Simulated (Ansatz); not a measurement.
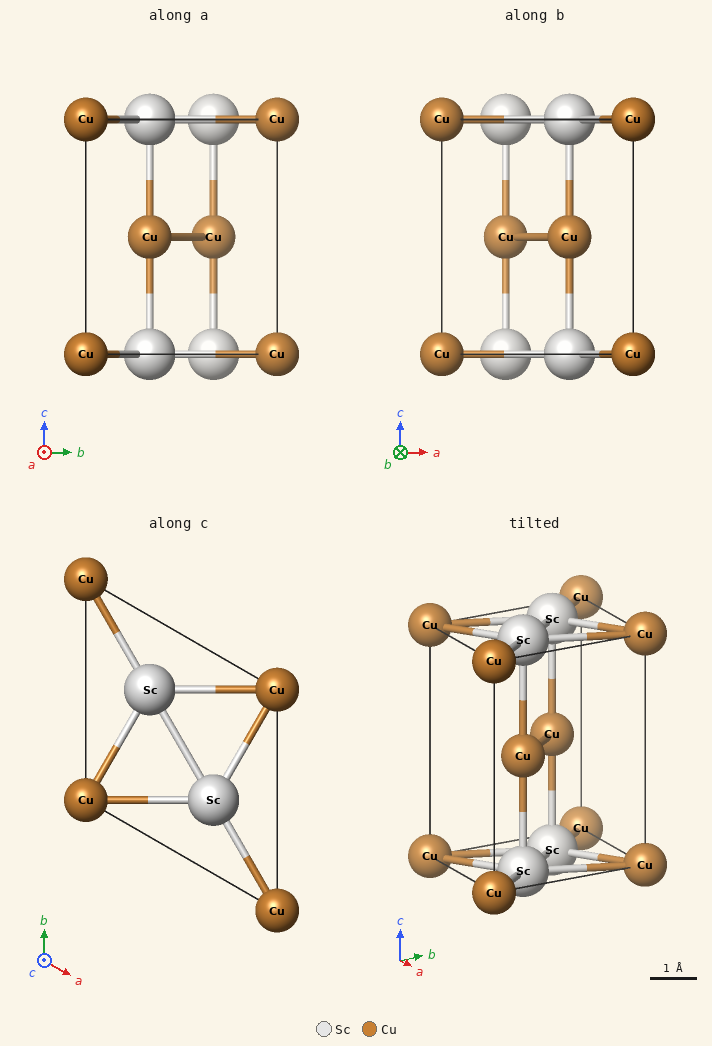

An orthographic ball-and-stick view of the structure, along the a axis, along the b axis, along the c axis and slightly off an axis. The frame is the conventional unit cell; atoms at its boundary are shown with their periodic copies.

Lattice parameters: a = 4.823 Å, b = 4.823 Å, c = 5.124 Å, α = 90.00°, β = 90.00°, γ = 120.00°.

**Set out the cell and atoms as a table of Wyckoff sites.**

Space group P6/mmm (No. 191).
```tsv
atom	site	x	y	z
Sc	2c	0.3333	0.6667	0.0000
Cu	2d	0.3333	0.6667	0.5000
Cu	1a	0.0000	0.0000	0.0000
```

The structure was taken from a random cell made by a generator, so it need not be a real form of the compound. It is drawn as it came out of a relaxation with DFT PBE, scalar-relativistic, plane waves, PAW in Ansatz.
